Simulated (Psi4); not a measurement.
Interaction energy of HBr ··· BCl3 (SMILES Br and ClB(Cl)Cl). Monomers: optimised at B3LYP-D3(BJ) (def2-TZVP), held rigid. Orientation: a random orientation, not optimised. Only R, the distance of the centres of mass, is varied, so the lowest point isn't the relaxed dimer.

Geometry at R = 5.48 Å (first 2 atoms: monomer A):
```
6

Br     0.7124     0.0000     0.0000
H     -0.7124     0.0000     0.0000
Cl     1.7658    -3.6574    -0.9688
B      1.2820    -5.3192    -1.1927
Cl     2.2160    -6.6042    -0.4702
Cl    -0.1353    -5.6960    -2.1388
```

Computed with SAPT0/jun-cc-pVDZ, frozen core (Psi4).

Components in kJ/mol:

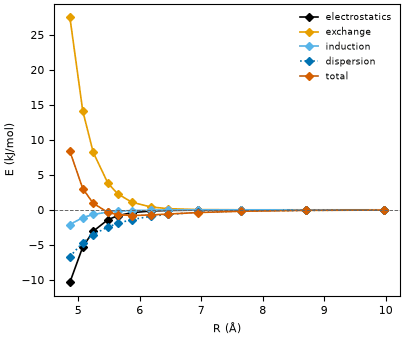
Fig. 1. Components of the interaction energy.

```json
[
 {"R / Å": "4.86", "electrostatics": "-10.38", "exchange": "27.54", "induction": "-2.10", "dispersion": "-6.69", "total": "8.38"},
 {"R / Å": "5.07", "electrostatics": "-5.30", "exchange": "14.14", "induction": "-1.12", "dispersion": "-4.68", "total": "3.04"},
 {"R / Å": "5.24", "electrostatics": "-3.06", "exchange": "8.20", "induction": "-0.67", "dispersion": "-3.55", "total": "0.93"},
 {"R / Å": "5.48", "electrostatics": "-1.40", "exchange": "3.79", "induction": "-0.32", "dispersion": "-2.44", "total": "-0.37"},
 {"R / Å": "5.64", "electrostatics": "-0.84", "exchange": "2.27", "induction": "-0.20", "dispersion": "-1.92", "total": "-0.69"},
 {"R / Å": "5.87", "electrostatics": "-0.41", "exchange": "1.08", "induction": "-0.10", "dispersion": "-1.39", "total": "-0.81"},
 {"R / Å": "6.18", "electrostatics": "-0.17", "exchange": "0.40", "induction": "-0.04", "dispersion": "-0.92", "total": "-0.73"},
 {"R / Å": "6.46", "electrostatics": "-0.09", "exchange": "0.16", "induction": "-0.02", "dispersion": "-0.65", "total": "-0.60"},
 {"R / Å": "6.95", "electrostatics": "-0.04", "exchange": "0.03", "induction": "-0.01", "dispersion": "-0.37", "total": "-0.39"},
 {"R / Å": "7.64", "electrostatics": "-0.02", "exchange": "0.00", "induction": "0.00", "dispersion": "-0.18", "total": "-0.21"},
 {"R / Å": "8.70", "electrostatics": "-0.01", "exchange": "0.00", "induction": "0.00", "dispersion": "-0.07", "total": "-0.08"},
 {"R / Å": "9.97", "electrostatics": "0.00", "exchange": "0.00", "induction": "0.00", "dispersion": "-0.03", "total": "-0.03"}
]
```
